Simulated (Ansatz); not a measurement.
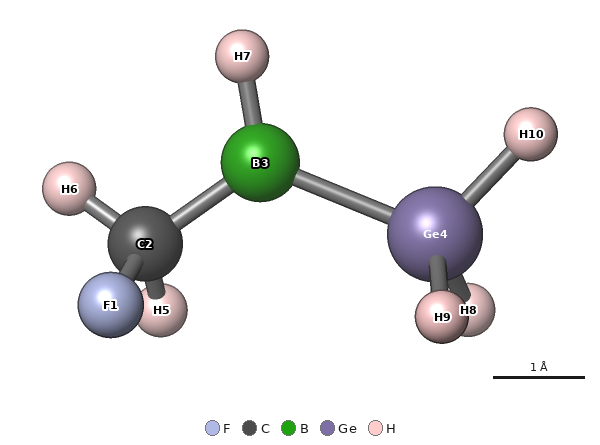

Figure 1. The structure as given in the input (ball-and-stick view, seen on its broad side; atoms are numbered from 1 in the order of the input). Sticks mark near contacts. Bond lengths as drawn: B–C 1.57 Å, B–Ge 2.10 Å, B–H 1.19 Å, C–F 1.37 Å, C–H 1.09 Å and Ge–H 1.54 Å.

**CH6BFGe: a changed input and its effect**

System: CH6BFGe.
Method of run 1: RHF/def2-TZVP (Ansatz 0.2.0).

Text and figures count atoms from 1; the logs count them from 0 in places.

## Input file, run 1
```yaml
crystal:
  periodic: [false, false, false]
  atoms:
    - { symbol: F, position_ang: [-1.975888, 0.33328, -0.303166] }
    - { symbol: C, position_ang: [-0.901138, 0.88343, -0.957767] }
    - { symbol: B, position_ang: [0.496432, 0.384639, -0.453938] }
    - { symbol: Ge, position_ang: [1.221898, -1.546248, -0.841307] }
    - { symbol: H, position_ang: [-1.010296, 0.666745, -2.018998] }
    - { symbol: H, position_ang: [-0.966182, 1.965274, -0.855277] }
    - { symbol: H, position_ang: [1.127436, 1.179565, 0.169845] }
    - { symbol: H, position_ang: [1.328773, -1.782077, -2.357778] }
    - { symbol: H, position_ang: [0.269435, -2.601645, -0.253292] }
    - { symbol: H, position_ang: [2.615451, -1.768369, -0.225957] }
basis:
  gaussian: { orbitals: def2-TZVP }
hamiltonian:
  xc: hf
output:
  forces: true
```

Launched with:
```bash
ansatz run input.yaml --threads 1 --pin off --max-ram 2560MiB --backend cpu --events-out ev --progress --plain --runs-dir out
```

Hardware: 1 thread of Arm Neoverse V1, 24 GiB of memory available, shared host.

## Output (run 1)
```
Engine: ansatz 0.2.0, aarch64-unknown-linux-gnu
Functional definition: HF
  exchange = exact_x
  correlation = 0
1384 factors; their error is unknown
mean field evaluation 1: about -60973.9413 eV, gradient 2.5e1 eV
mean field evaluation 2: about -60975.6530 eV, gradient 1.1e1 eV
mean field evaluation 4: about -60975.8953 eV, gradient 5.9e-1 eV
mean field evaluation 8: about -60977.0820 eV, gradient 5.8e-1 eV
mean field -60977.08231885 eV, -2240.8664434667 hartree, gradient 2.1e-5 eV, S^2 0.000000; 0 other end points of the search recorded, 0 dependent functions left out
the calculation of the forces begins
reference -60977.08231885 eV, -2240.8664434667 hartree; 29, 29 occupied and 148, 148 virtual orbitals, 1384 factors
Total energy: -60977.08231885 eV, -2240.8664434667 hartree
Atom 0 at    -1.975888     0.333280    -0.303166 Å, force     0.314912    -0.200219     0.064394 eV/Å
Atom 1 at    -0.901138     0.883430    -0.957767 Å, force    -0.769598     0.954517    -0.800655 eV/Å
Atom 2 at     0.496432     0.384639    -0.453938 Å, force     0.499559    -0.398945     0.707608 eV/Å
Atom 3 at     1.221898    -1.546248    -0.841307 Å, force     0.062205    -0.008935     0.192408 eV/Å
Atom 4 at    -1.010296     0.666745    -2.018998 Å, force    -0.078335    -0.023239     0.007136 eV/Å
Atom 5 at    -0.966182     1.965274    -0.855277 Å, force    -0.258266    -0.167529     0.057437 eV/Å
Atom 6 at     1.127436     1.179565     0.169845 Å, force     0.260824    -0.114705    -0.110987 eV/Å
Atom 7 at     1.328773    -1.782077    -2.357778 Å, force    -0.018832     0.002092    -0.054304 eV/Å
Atom 8 at     0.269435    -2.601645    -0.253292 Å, force    -0.005755    -0.024116    -0.033018 eV/Å
Atom 9 at     2.615451    -1.768369    -0.225957 Å, force    -0.006713    -0.018922    -0.030018 eV/Å
Dipole moment:     0.226493     0.272934    -0.172249 e Å
```

The input of run 2 differs as follows (lines with − go, lines with + come):
```diff
-    - { symbol: Ge, position_ang: [1.221898, -1.546248, -0.841307] }
+    - { symbol: Ge, position_ang: [0.713613, -1.012478, 1.097054] }
-    - { symbol: H, position_ang: [1.127436, 1.179565, 0.169845] }
-    - { symbol: H, position_ang: [1.328773, -1.782077, -2.357778] }
-    - { symbol: H, position_ang: [0.269435, -2.601645, -0.253292] }
-    - { symbol: H, position_ang: [2.615451, -1.768369, -0.225957] }
+    - { symbol: H, position_ang: [1.437752, 0.854192, -1.013059] }
+    - { symbol: H, position_ang: [0.020031, -2.334492, 0.725648] }
+    - { symbol: H, position_ang: [0.074642, -0.477292, 2.390152] }
+    - { symbol: H, position_ang: [2.193918, -1.317687, 1.389506] }
```

Predict how the results change.

On the same kind of shared host run 2 took about 120 times as long.

## Output (run 2)
```
Engine: ansatz 0.2.0, aarch64-unknown-linux-gnu
Functional definition: HF
  exchange = exact_x
  correlation = 0
1384 factors; their error is unknown
mean field evaluation 1: about -60974.1480 eV, gradient 2.6e1 eV
mean field evaluation 2: about -60975.9910 eV, gradient 1.2e1 eV
mean field evaluation 4: about -60976.2765 eV, gradient 6.3e-1 eV
mean field evaluation 8: about -60977.4646 eV, gradient 5.8e-1 eV
mean field -60977.46495575 eV, -2240.8805051137 hartree, gradient 1.3e-5 eV, S^2 0.000000; 0 other end points of the search recorded, 0 dependent functions left out
the calculation of the forces begins
reference -60977.46495575 eV, -2240.8805051137 hartree; 29, 29 occupied and 148, 148 virtual orbitals, 1384 factors
Total energy: -60977.46495575 eV, -2240.8805051137 hartree
Atom 0 at    -1.975888     0.333280    -0.303166 Å, force     0.000071    -0.000007    -0.000440 eV/Å
Atom 1 at    -0.901138     0.883430    -0.957767 Å, force     0.001066     0.000465     0.000248 eV/Å
Atom 2 at     0.496432     0.384639    -0.453938 Å, force    -0.000362     0.000485    -0.000724 eV/Å
Atom 3 at     0.713613    -1.012478     1.097054 Å, force    -0.000366     0.001954     0.001851 eV/Å
Atom 4 at    -1.010296     0.666745    -2.018998 Å, force     0.000138     0.000111     0.000462 eV/Å
Atom 5 at    -0.966182     1.965274    -0.855277 Å, force    -0.000251    -0.001017    -0.000098 eV/Å
Atom 6 at     1.437752     0.854192    -1.013059 Å, force    -0.000670    -0.000557    -0.000023 eV/Å
Atom 7 at     0.020031    -2.334492     0.725648 Å, force     0.000675     0.000290    -0.000262 eV/Å
Atom 8 at     0.074642    -0.477292     2.390152 Å, force     0.000561    -0.000939    -0.000468 eV/Å
Atom 9 at     2.193918    -1.317687     1.389506 Å, force    -0.000862    -0.000785    -0.000545 eV/Å
Dipole moment:     0.241560     0.252111    -0.290807 e Å
```

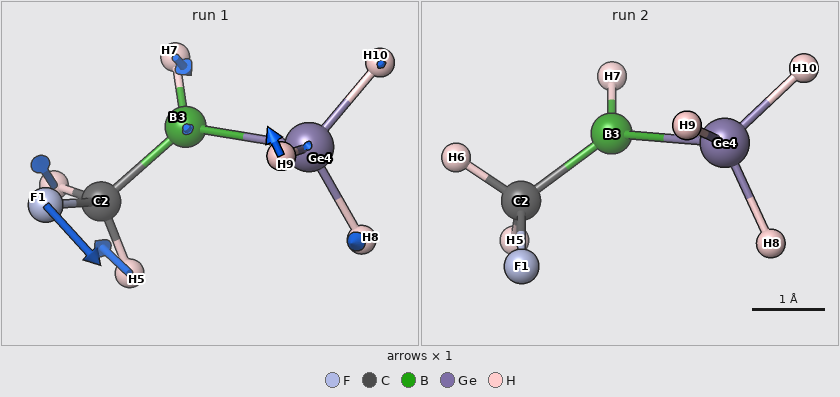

Figure 2. The two input geometries at one scale (ball-and-stick view, seen at a tilt). The blue arrows on the first give the shifts of the atoms after the best rigid fit, at true length. The atom that moves furthest after the best rigid fit is F1 (1.16 Å). Largest moves by element: F 1.16 Å, H 1.03 Å, B 0.18 Å, Ge 0.12 Å, C 0.02 Å.

## The two runs side by side

| quantity | run 1 | run 2 |
| --- | --- | --- |
| outcome | converged | converged |
| total energy (hartree) | −2240.866443 | – |
| largest force (eV/Å) | 1.464 | – |
| basis functions | 177 | – |
| wall time (shared host) | 5.7 s | 11 min |
